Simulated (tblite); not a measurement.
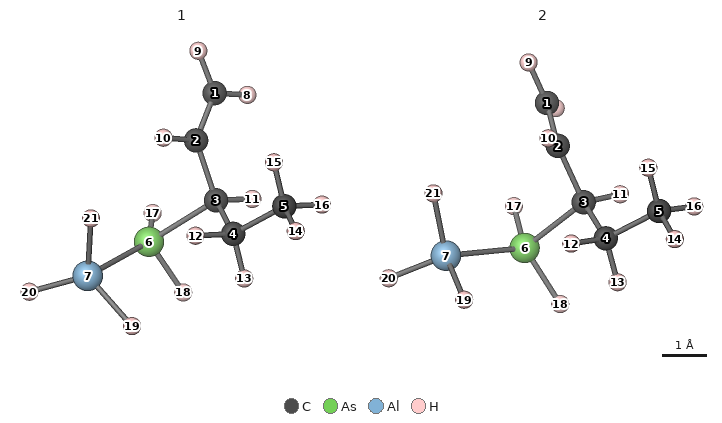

Two geometries of C$_{5}$H$_{14}$AlAs, drawn at one scale. One is the start of a relaxation, the other its converged end. A ball-and-stick model, seen at a tilt.

The calculation used tblite 0.8.0, GFN2-xTB geometry optimisation, gas phase. 

> Which geometry has the lower energy?

Structure 1 is the relaxed one. H8 moves most after the best rigid fit: 1.29 Å. By element the largest moves are H 1.29 Å, C 0.70 Å, Al 0.67 Å, As 0.37 Å. Some distances before and after: As6–Al7 2.450 → 2.614 Å, As6–H18 1.564 → 1.496 Å, As6–H17 1.568 → 1.504 Å, Al7–H21 1.602 → 1.572 Å. Among the angles between lasting bonds that change: Al7–As6–H17 116.2° → 150.0°, H17–As6–H18 116.6° → 91.1°, As6–Al7–H19 109.5° → 91.2°. Groups turn about C2–C3 by about 40°. Over 172 geometry steps the energy falls by 92.6 kJ/mol.
